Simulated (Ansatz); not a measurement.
## Abstraction of H: C2H8Si + C2H3Cl2Si → C2H7Si + C2H4Cl2Si

Species: C2H8Si `CC[SiH3]`, singlet; C2H3Cl2Si `[H]/[C]=C/[SiH](Cl)Cl`, doublet; C2H7Si `CC[SiH2]`, doublet; C2H4Cl2Si `C=C[SiH](Cl)Cl`, singlet. A radical takes H: the energy is the difference in strength between the Si–H bond broken and the C–H bond made.

Shapes, held fixed at every level: PBE0-D4/def2-TZVP. Flexible molecules stand in one conformer, not always the lowest. Programs: Ansatz 0.2.0. The zero-point and thermal change to 298 K, harmonic and unscaled (PBE0-D4/def2-TZVP), is +11.8 kJ/mol.

| level | kind | ΔH(298 K) (kJ/mol) | CPU time (sum over the molecules) |
| --- | --- | --- | --- |
| HF/def2-TZVPP | Hartree–Fock | -41.5 | – |
| PBE-D4/def2-TZVPP | GGA | -76.1 | 34 s |
| BHLYP-D4/def2-TZVPP | global hybrid | -63.6 | 57 s |
| r2SCAN0-D4/def2-TZVPP | global hybrid | -65.2 | 77 s |
| wB97M-V/def2-TZVPP | range-separated hybrid | -65.7 | 2.5 min |
| wB97X-V/def2-TZVPP | range-separated hybrid | -65.2 | 1.8 min |
| B2PLYP/def2-TZVPP | double hybrid | -68.7 | 74 s |

B2PLYP/def2-TZVPP gives ΔH(298 K) = -68.7 kJ/mol; the levels span -76.1 to -41.5. The median of the levels is -65.2. No measured value is set beside it here. Spin contamination: C2H3Cl2Si (⟨S²⟩ up to 0.92). Open shells run unrestricted unless RO is named. Times are processor times on shared x86 and Arm servers, and rough.

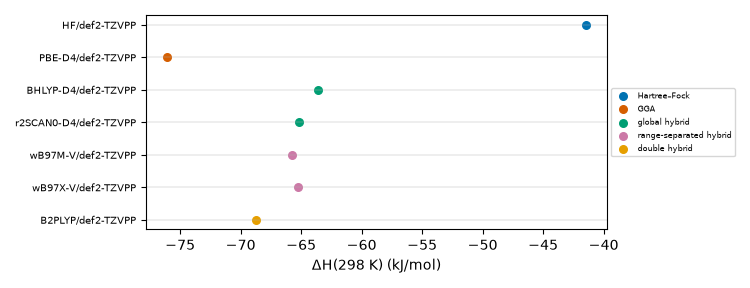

The values of the table, level by level.
